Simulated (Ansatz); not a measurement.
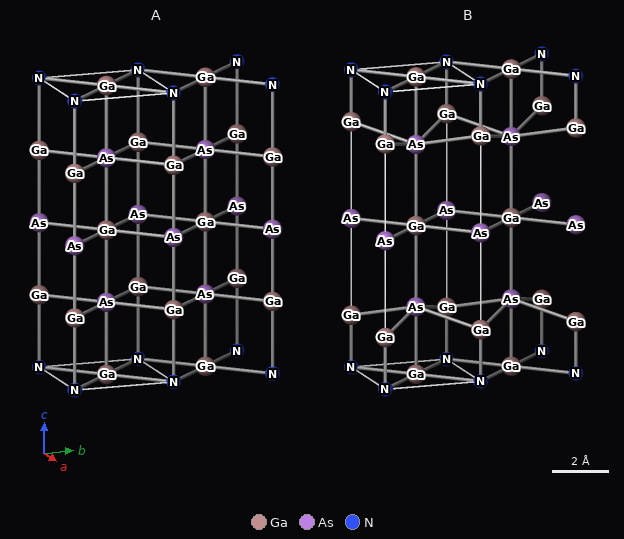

Two geometries of crystalline Ga4As3N (a generated structure, set up in P4/mmm) (coarse preliminary run), drawn at one scale. One is the start of a relaxation, the other its converged end. Style: ball-and-stick. Shown: the cell of the calculation, repeated 1 × 2 × 1 with one cell outlined, slightly off an axis.

These are results of DFT PBE, scalar-relativistic, plane waves, PAW (Ansatz 0.2.0), not measurements. (plane-wave cutoff 420 eV; k-point mesh 4 × 4 × 2; occupations gaussian; smearing width 0.1 eV; no spin polarisation; cell and atoms relaxed; force threshold 0.04 eV/Å; at most 70 steps)

### Which of the two is the end point?

Structure B is the relaxed one. The largest moves relative to the cell, 0.84 Å, are those of Ga atoms. Largest moves by element: Ga 0.84 Å, As 0.25 Å. N stays in place. The drawn cell changes as follows: a = b 3.807 → 3.667 Å (−3.7 %), c 10.769 → 11.077 Å (+2.9 %); the volume changes by −4.6 %. Among the contacts that change: As–Ga 2.692 → 3.607 Å, Ga–N 2.692 → 1.932 Å, As–Ga 2.692 → 3.023 Å, As–Ga 2.692 → 2.516 Å. Bonds break: As–Ga (2.69 → 3.61 Å). Among the angles between lasting bonds that change: As–Ga–As 180.0° → 154.6°, Ga–As–Ga 180.0° → 154.6°, Ga–As–Ga 90.0° → 77.3°. The space group stays P4/mmm (No. 123). After 7 accepted moves (8 points after the start) the energy has fallen by 237 meV per atom. The largest force component goes from 0.94 to 0.022 eV/Å. Pressure: −5.54 GPa at the start and −0.10 GPa at the end. At 1 point the geometry stayed and the basis and grid were re-selected for the new cell (energy shift of 0.4 meV per atom at most each time).

Limits of the set-up: the k-point mesh is coarse for a cell with partly filled bands.
